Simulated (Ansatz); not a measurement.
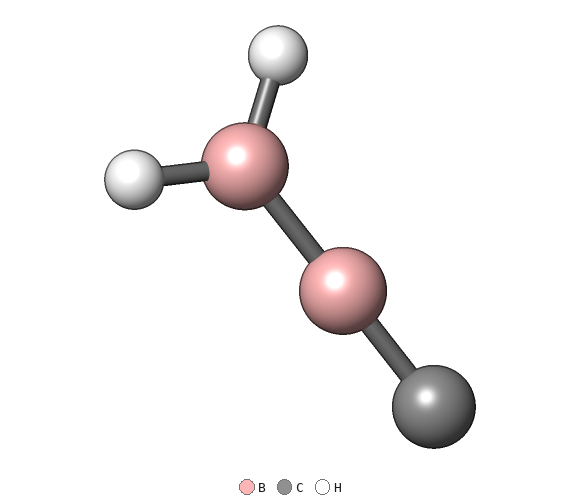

Every bond is drawn as one stick, whatever its order.

The geometry was computed by an optimisation with PBE0-D4/def2-TZVP. No frequency run is at hand to confirm it as a minimum.

Question: Count the atoms of each element.

Answer: CH₂B₂, 5 atoms: 1 carbon, 2 hydrogen and 2 boron.

Question: How many sets of symmetry-equivalent atoms are there?

Answer: 4: 1 B, 1 C, 1 B, 2 H.

Question: Count the bonded pairs by element.

Answer: 2 B–H, 1 C–B, 1 B–B. Sticks follow a distance rule.

Question: Which point group does it belong to?

Answer: C2v.

The parts below concern this one geometry. Atoms keep their numbers from picture to picture.

### Shape

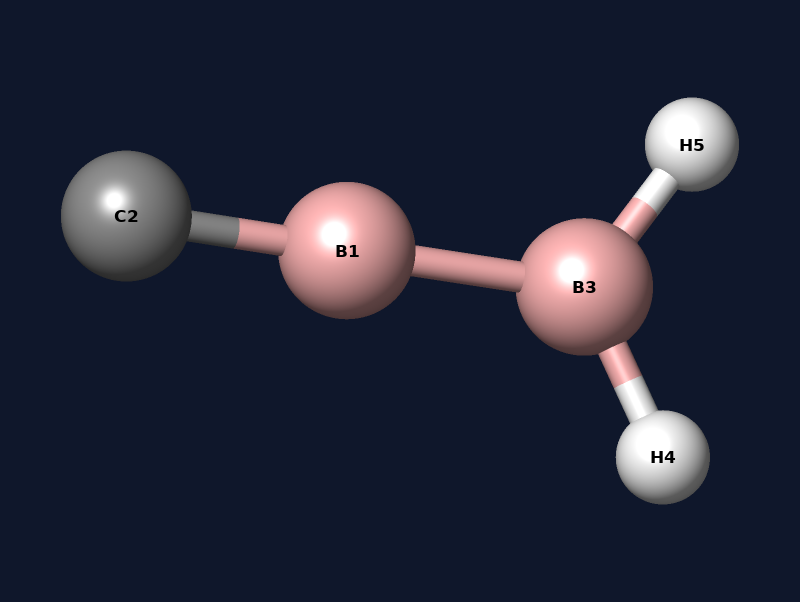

Atoms carry their numbers in the input. No frequency run is at hand to confirm it as a minimum.

Which atoms are bonded, and how long are the bonds?

```
 bond  length (Å)
B1–C2       1.473
B1–B3       1.587
B3–H4       1.198
B3–H5       1.198
```

### Dipole moment

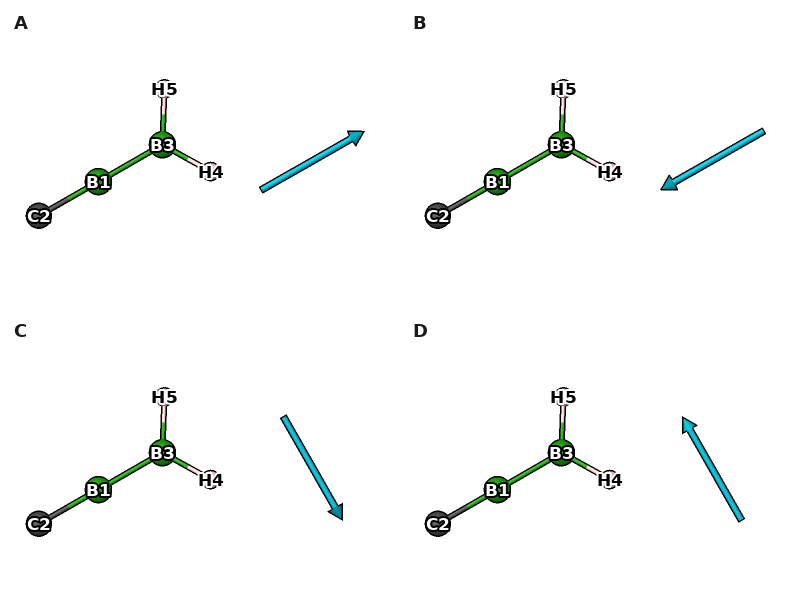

The same molecule four times, each with an arrow. No frequency run is at hand to confirm it as a minimum. Properties computed with RKS PBE0-D4/def2-TZVP (Ansatz 0.2.0).

Question: Which arrow points along the dipole moment, from the negative to the positive end?

Answer: A. The dipole moment is 1.94 D; it points from the side of C2 to the side of H4, H5 (the outermost atoms at the two ends).

### Electronic properties

No frequency run is at hand to confirm it as a minimum. Method: RKS PBE0-D4/def2-TZVPP (Ansatz 0.2.0).

Computed properties:

- HOMO energy (Kohn–Sham orbital): −7.59 eV
- LUMO energy (Kohn–Sham orbital): −5.25 eV
- HOMO–LUMO gap: 2.34 eV

### Charges

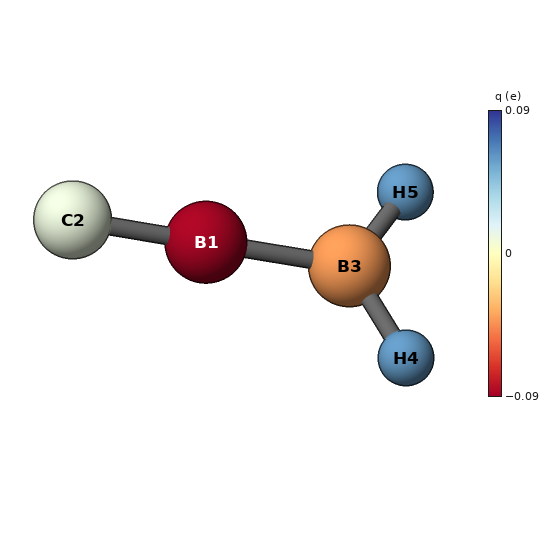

Atoms are coloured by their Mulliken charges. No frequency run is at hand to confirm it as a minimum. Level of theory: RKS PBE0-D4/def2-TZVP (Ansatz 0.2.0).

Give the Mulliken charges atom by atom.

```csv
atom,value (e)
B1,−0.09
C2,0.01
B3,−0.04
H4,0.06
H5,0.06
```

Mulliken values depend strongly on the basis set and can even reverse the polarity of a bond.
